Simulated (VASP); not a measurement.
Data:

```yaml
crystal:
  lattice:
    - [0.00000, 2.42323, 2.42323]
    - [2.42323, 0.00000, 2.42323]
    - [2.42323, 2.42323, 0.00000]
  atoms:
    - { symbol: W, position: [0.00000, 0.00000, 0.00000] }
    - { symbol: B, position: [0.25000, 0.25000, 0.25000] }
```

All values below come from PBE GGA, VASP's PBE PAW potentials (set 64) (plane waves; VASP 6.6.1). Run with 520 eV cut-off, 15×15×15 Γ-centred mesh, tetrahedra with Blöchl corrections, potentials W_sv B.

Unless said otherwise, spin-orbit coupling is left out, though it shifts the bands of the heavy elements here.

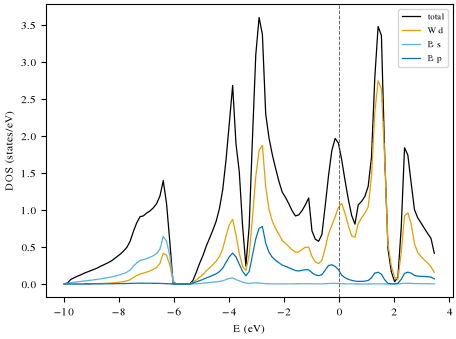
*Total and projected density of states, zero at the Fermi level*

Within 2 eV below the Fermi level the largest weight inside VASP's projection spheres is W d, then B p.

It has no gap at this level: it comes out as a metal or semimetal.

The structure was generated: WB was put into the zinc blende type (F-43m), which need not be its known phase. It was relaxed first, which changed the volume by -38 %. The electron count is odd and the run is not spin-polarised, which forces a metal.
